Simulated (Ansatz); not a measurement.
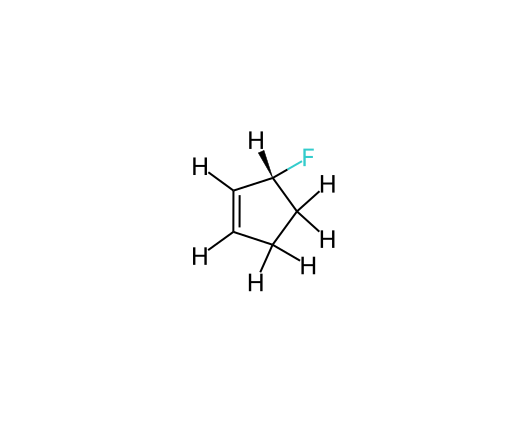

Skeletal drawing of a molecule.

> Transcribe the drawing into SMILES.

F[C@H]1C=CCC1

> Give the formula, hydrogens included.

C5H7F.

> An optimisation with PBE0-D4/def2-TZVP gave a structure of which point group?

C1.

The parts below concern this one geometry. Atoms keep their numbers from picture to picture. Computed geometry: PBE0-D4/def2-TZVP optimisation.

## Vibrations

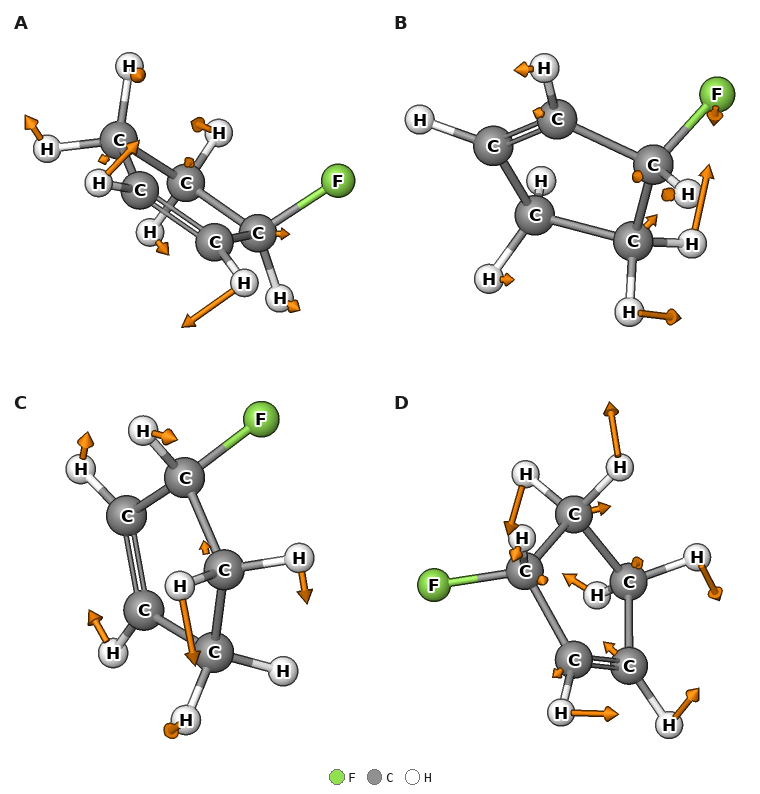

4 normal modes of one molecule or complex, as arrows. Harmonic vibrations computed with RKS PBE0-D4/def2-TZVP (Ansatz 0.2.0) at a stationary point of the same level.

> Match the panels to the wavenumbers 389 cm⁻¹, 801 cm⁻¹, 976 cm⁻¹, 1315 cm⁻¹.

A: 976 cm⁻¹
B: 389 cm⁻¹
C: 1315 cm⁻¹, C–C–H bending
D: 801 cm⁻¹

## Dipole moment

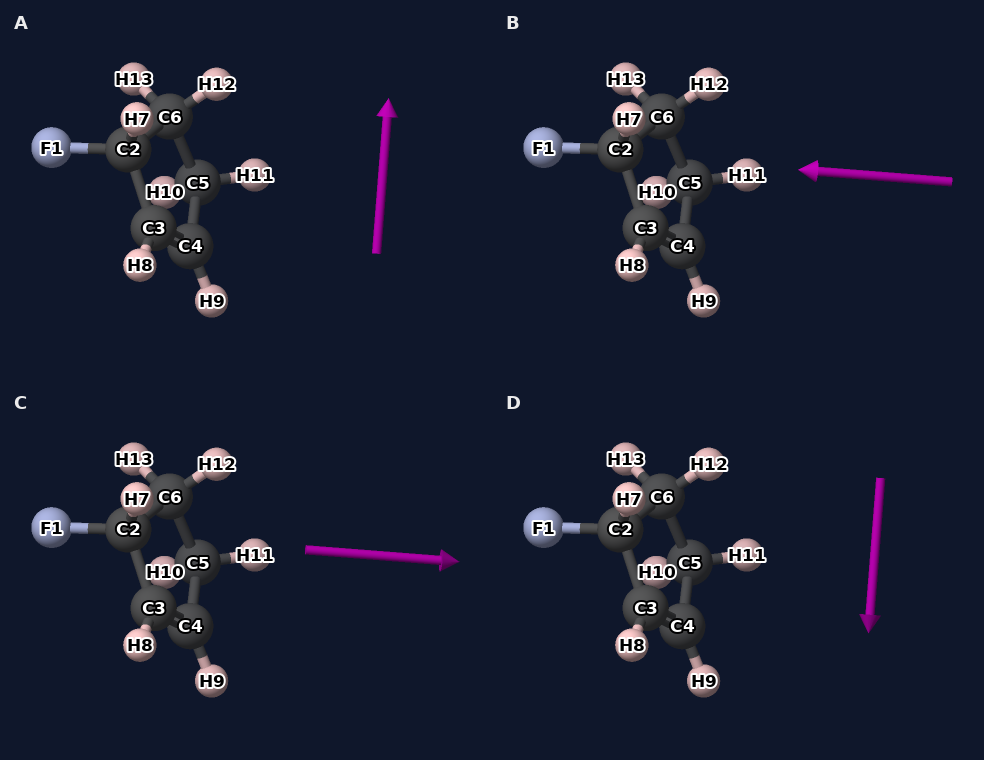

The same molecule four times, each with an arrow. Level of theory: RKS PBE0-D4/def2-TZVP (Ansatz 0.2.0).

> Which arrow points along the dipole moment, from the negative to the positive end?

C. The dipole moment is 2.04 D; it points from the side of F1 to the side of H11 (the outermost atoms at the two ends).

## Charges

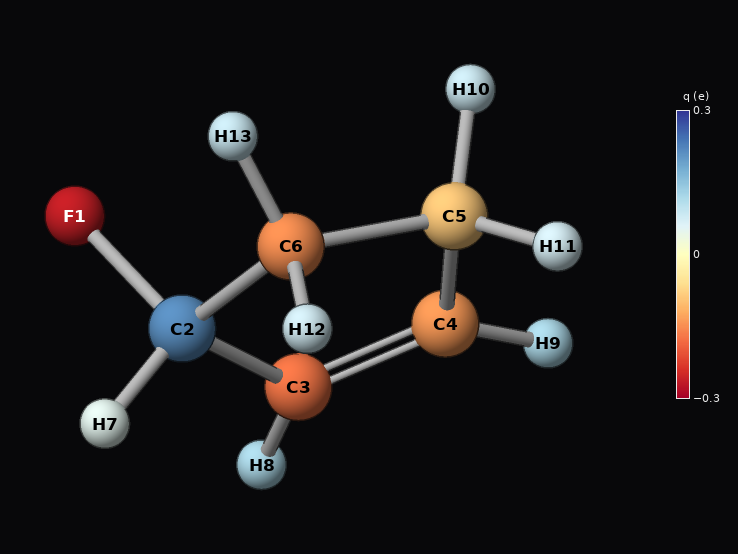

Atoms are coloured by their Mulliken charges. Properties computed with RKS B3LYP-D4/def2-TZVPP (Ansatz 0.2.0).

> Which atom carries the highest charge (most positive or least negative)?

C2 (0.21 e).

> And the lowest?

F1 (−0.26 e).

Give the Mulliken charges atom by atom.

```json
{"atom": "F1", "value (e)": "−0.26"}
{"atom": "C2", "value (e)": "0.21"}
{"atom": "C3", "value (e)": "−0.17"}
{"atom": "C4", "value (e)": "−0.14"}
{"atom": "C5", "value (e)": "−0.09"}
{"atom": "C6", "value (e)": "−0.15"}
{"atom": "H7", "value (e)": "0.05"}
{"atom": "H8", "value (e)": "0.12"}
{"atom": "H9", "value (e)": "0.12"}
{"atom": "H10", "value (e)": "0.08"}
{"atom": "H11", "value (e)": "0.07"}
{"atom": "H12", "value (e)": "0.07"}
{"atom": "H13", "value (e)": "0.08"}
```

Mulliken values depend strongly on the basis set and can even reverse the polarity of a bond.
